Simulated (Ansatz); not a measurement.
**GaSb: response to strain**

Consider GaSb in the zinc blende structure (space group F-43m, No. 216).

Space group F-43m (No. 216); a = b = c = 6.214 Å, α = β = γ = 90.00°

```
atom  site  symmetry       x       y       z
----  ----  --------  ------  ------  ------
Sb      4c      -43m  0.2500  0.2500  0.2500
Ga      4a      -43m  0.0000  0.0000  0.0000
```
(The calculation used a cell of 2 atoms; values per cell refer to that cell.)

Strains are applied to the cell and any free atomic positions relax.

Level of theory: PBE, PAW, 420 eV (Ansatz, a quantum-chemistry and plane-wave program; no spin-orbit coupling), earlier PAW set.

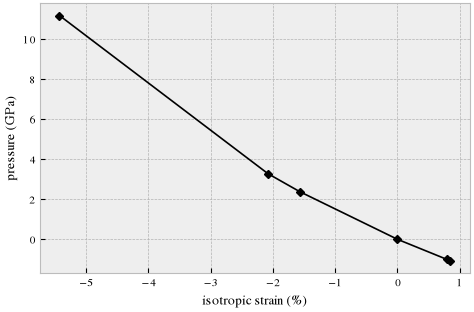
Fig. 1. Pressure against isotropic strain

| isotropic strain (%) | pressure |
|---|---|
| -5.43 | 11.2 GPa |
| -2.08 | 3.3 GPa |
| -1.57 | 2.4 GPa |
| 0.79 | -1.0 GPa |
| 0.85 | -1.1 GPa |

Stability against distortions was not tested. All final runs are without spin polarisation.
